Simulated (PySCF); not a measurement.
# UB2PLYP/STO-3G run of SiH2Cl (chlorosilyl radical)

What is the vertical ionisation energy of SiH2Cl (chlorosilyl radical) at UB2PLYP/STO-3G? Input form: a Python script.

Program for the calculation: PySCF 2.14.0.

9 further runs of the same task are left out: 9 set aside as unsound or not needed.

**1. The system as given**

SiH2Cl has 4 atoms, charge 0, and is taken as a doublet. As SMILES, `[SiH2]Cl`. The shape is that of a GFN2-xTB optimisation.

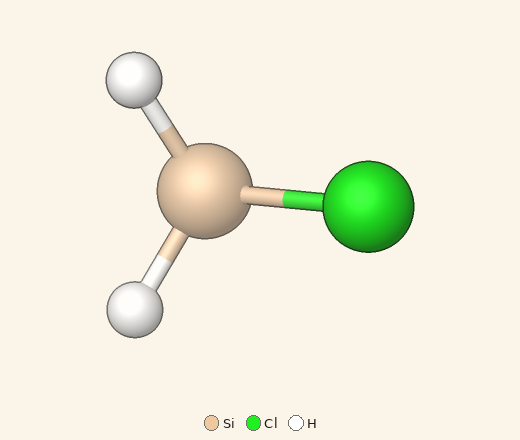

Viewed from a chosen angle; silicon light orange, chlorine green, hydrogen white.

**2. The energy at UB2PLYP/STO-3G**

mol.xyz reads:

```xyz
4
ClH2Si
Si    -0.283580     0.237700     0.131590
Cl     1.597690    -0.059610     0.811090
H     -1.065000    -0.978280     0.263310
H     -0.249110     0.800200    -1.205980
```

job.py reads:

```python
from pyscf import gto, dft, mp

mol = gto.M(
    atom='mol.xyz',
    max_memory=1860,
    verbose=4,
    basis='sto-3g',
    spin=1,
)

mf = dft.UKS(mol, xc='0.53*HF + 0.47*B88, 0.73*LYP')
mf.grids.level = 5
mf.conv_tol = 1e-10
mf.kernel()
if not mf.converged:
    mf = mf.newton().run(mf.mo_coeff, mf.mo_occ)

pt = mp.MP2(mf, frozen=10).run()
e_final = mf.e_tot + 0.27 * pt.e_corr
print('PT2 part  %.8f' % (0.27 * pt.e_corr))
print(f'total energy: {e_final:.8f} hartree')
```

Started as:

```console
$ OMP_NUM_THREADS=1 python job.py
```

The log of the run:

```text
PySCF version 2.14.0

[INPUT] num. atoms = 4
[INPUT] num. electrons = 33
[INPUT] charge = 0
[INPUT] spin (= nelec alpha-beta = 2S) = 1
[INPUT] symmetry False subgroup None
[INPUT] Mole.unit = angstrom
[INPUT] Symbol           X                Y                Z      unit          X                Y                Z       unit  Magmom
[INPUT]  1 Si    -0.283580000000   0.237700000000   0.131590000000 AA   -0.535888534404   0.449187899809   0.248669060732 Bohr   0.0
[INPUT]  2 Cl     1.597690000000  -0.059610000000   0.811090000000 AA    3.019196531956  -0.112646574285   1.532737962373 Bohr   0.0
[INPUT]  3 H     -1.065000000000  -0.978280000000   0.263310000000 AA   -2.012558322662  -1.848681273140   0.497583785859 Bohr   0.0
[INPUT]  4 H     -0.249110000000   0.800200000000  -1.205980000000 AA   -0.470749674890   1.512158844877  -2.278971911703 Bohr   0.0

nuclear repulsion = 78.9786884891113
number of shells = 12
number of NR pGTOs = 60
number of NR cGTOs = 20
basis = sto-3g
ecp = {}

[... 36 lines left out ...]
WARN: HOMO -0.086437905715941 >= LUMO -0.0864379057159404
[... 38 lines left out ...]
converged SCF energy = -742.175032946535  <S^2> = 0.75061423  2S+1 = 2.0006141
[... 1 line left out ...]
******** <class 'pyscf.mp.ump2.UMP2'> ********
nocc = (np.int64(7), np.int64(6)), nmo = (10, 10)
frozen orbitals 10
E(UMP2) = -742.218641246505  E_corr = -0.0436082999699917
E(SCS-UMP2) = -742.224876812196  E_corr = -0.0498438656604433
E_corr(same-spin) = -0.00286857035024621
E_corr(oppo-spin) = -0.0407397296197455
PT2 part  -0.01177424
total energy: -742.18680719 hartree
```

It took 3.3 s on 1 thread of Arm Neoverse V2, shared host; peak memory 0.21 GiB.

**3. The singlet cation, same level**

job.py reads:

```python
from pyscf import gto, dft, mp

molecule = gto.Mole()
molecule.atom = '''
Si    -0.535889     0.449188     0.248669
Cl     3.019197    -0.112647     1.532738
H     -2.012558    -1.848681     0.497584
H     -0.470750     1.512159    -2.278972
'''
molecule.unit = 'bohr'
molecule.verbose = 3
molecule.charge = 1
molecule.basis = 'sto-3g'
molecule.max_memory = 1860
molecule.build()

ks = dft.RKS(molecule)
ks.xc = '0.53*HF + 0.47*B88, 0.73*LYP'
ks.grids.level = 5
ks.conv_tol = 1e-10
ks.kernel()
if not ks.converged:
    ks = ks.newton().run(ks.mo_coeff, ks.mo_occ)

pt = mp.MP2(ks, frozen=10).run()
energy = ks.e_tot + 0.27 * pt.e_corr
print('PT2 part  %.8f' % (0.27 * pt.e_corr))
print(f'total energy: {energy:.8f} hartree')
```

Started as:

```console
$ OMP_NUM_THREADS=1 python job.py
```

The log of the run:

```text
converged SCF energy = -741.925200319094
E(RMP2) = -741.997309059253  E_corr = -0.0721087401587595
E(SCS-RMP2) = -742.004062593701  E_corr = -0.0788622746068577
PT2 part  -0.01946936
total energy: -741.94466968 hartree
```

It took 2 s on 1 thread of Arm Neoverse V2, shared host; peak memory 0.2 GiB.

**4. Results**

Level: UB2PLYP/STO-3G, 10 core orbitals frozen.

| quantity | value |
| --- | --- |
| doublet SiH2Cl: total energy | -742.18681 Eh |
| doublet SiH2Cl: dipole moment (SCF part) | 2.65 D |
| doublet SiH2Cl: HOMO energy (SCF part's orbitals) (highest over α and β) | -5.00 eV |
| doublet SiH2Cl: LUMO energy (SCF part's orbitals) (lowest over α and β) | 2.21 eV |
| doublet SiH2Cl: ⟨S²⟩ | 0.751 |
| singlet cation: total energy | -741.94467 Eh |
| singlet cation: HOMO energy (SCF part's orbitals) | -15.77 eV |
| singlet cation: LUMO energy (SCF part's orbitals) | -8.43 eV |
| singlet cation: HOMO–LUMO gap (SCF part's orbitals) | 7.34 eV |
| vertical ionisation energy (to the singlet cation) | 6.589 eV |

**Reading.** Removing an electron at fixed nuclei costs 6.59 eV (152 kcal/mol). Only the singlet of the ionised species was computed; a triplet could lie lower. In a minimal basis such a difference can be off by several eV, whatever the method. Mulliken charges (doublet SiH2Cl) run from -0.36 on Cl2 to +0.60 on Si1. Mulliken charges (singlet cation) run from -0.07 on Cl2 to +0.99 on Si1.
